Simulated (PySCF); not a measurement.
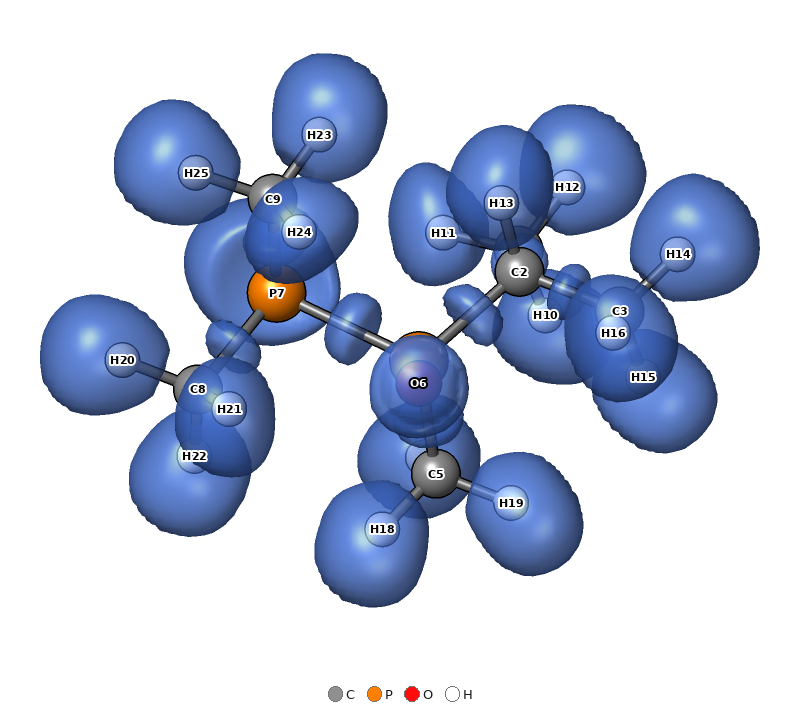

Figure. C₆H₁₆OP₂. Isosurface of the electron localisation function at 0.85 (blue), seen at a tilt. Only the valence region is drawn (cores and ρ < 0.01 e/Å³ removed).

Geometry: GFN2-xTB.

Method: PBE0/pcSseg-1, SCF density, gas phase, non-relativistic (PySCF 2.14.0).

Input

```
{"job": {"kind": "nmr", "xc": "PBE0", "basis": "pcSseg-1"}, "charge": 0, "multiplicity": 1}
C     -1.631167    -0.753415    -1.456975
C     -1.407051    -0.706407     0.044530
C     -2.651748    -0.308074     0.823256
P     -0.015336     0.436374     0.500571
C     -0.414523     2.073572    -0.233357
O      0.211632     0.506689     1.957105
P      1.751647    -0.284578    -0.643046
C      2.904322     0.894683     0.193557
C      2.028804    -1.733997     0.470801
H     -2.076998     0.175118    -1.807276
H     -0.684711    -0.903920    -1.976372
H     -2.301899    -1.571475    -1.715074
H     -1.072772    -1.690050     0.399081
H     -3.423482    -1.071114     0.732187
H     -3.055919     0.632363     0.452468
H     -2.402284    -0.186156     1.875882
H     -0.408403     2.031889    -1.317964
H      0.340773     2.774711     0.115844
H     -1.385012     2.401807     0.132356
H      3.923070     0.522228     0.093112
H      2.646736     0.987035     1.249122
H      2.845650     1.869647    -0.288066
H      1.380019    -2.557116     0.174853
H      1.824066    -1.455258     1.505102
H      3.063650    -2.060413     0.374096
```

Command:

```sh
OMP_NUM_THREADS=1 python probes_run.py task.json out
```

Question: Where are the electrons localised?

Answer: At this value the surface marks out two regions between bonded C–C atoms (shared pairs), four regions between bonded C–P atoms (shared pairs), one region between bonded P–P atoms (shared pairs), 16 regions around hydrogen nuclei, one lobe on O, pointing away from the bonds (lone pairs, which may merge into one lobe) and one lobe on P, pointing away from the bonds (lone pairs).

Values along the shortest contacts:
P–O (1.48 Å): the ELF peaks at about 0.85 between the atoms, as expected for a polar covalent bond. C–C (1.52 Å): the ELF peaks at about 0.95 between the atoms; localised, covalent bonding.
